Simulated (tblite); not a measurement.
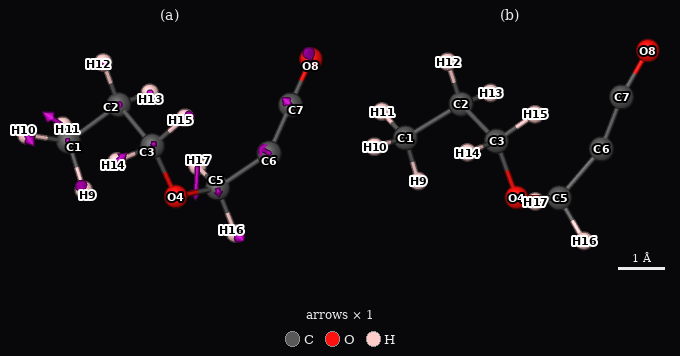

The structure of C$_{6}$H$_{9}$O$_{2}$ (multiplicity 2) before (left) and after (right) a relaxation, at one scale. The purple arrows give the displacements, at their true length.

A ball-and-stick model, seen face on.

Theory: tblite 0.8.0, GFN2-xTB geometry optimisation, gas phase. 

Question: What changed between the two?

Answer: Over 95 geometry steps the energy falls by 1.306 eV. O8 moves most after the best rigid fit: 0.85 Å. Largest moves by element: O 0.85 Å, H 0.79 Å, C 0.72 Å. Near-neighbour distances that change, for instance: C7–O8 1.256 → 1.181 Å, C6–C7 1.310 → 1.258 Å, C5–C6 1.479 → 1.431 Å, C3–O4 1.364 → 1.410 Å. Bond angles that change, for instance: C5–C6–C7 122.3° → 154.8°, C6–C7–O8 179.2° → 168.7°, O4–C5–C6 109.3° → 119.5°. Groups turn about C5–C6 by about 115°, C1–C2 by about 25°, O4–C5 by about 25°. Cost: 0.57 s on 1 thread of Arm Neoverse V1, with other jobs on the host.
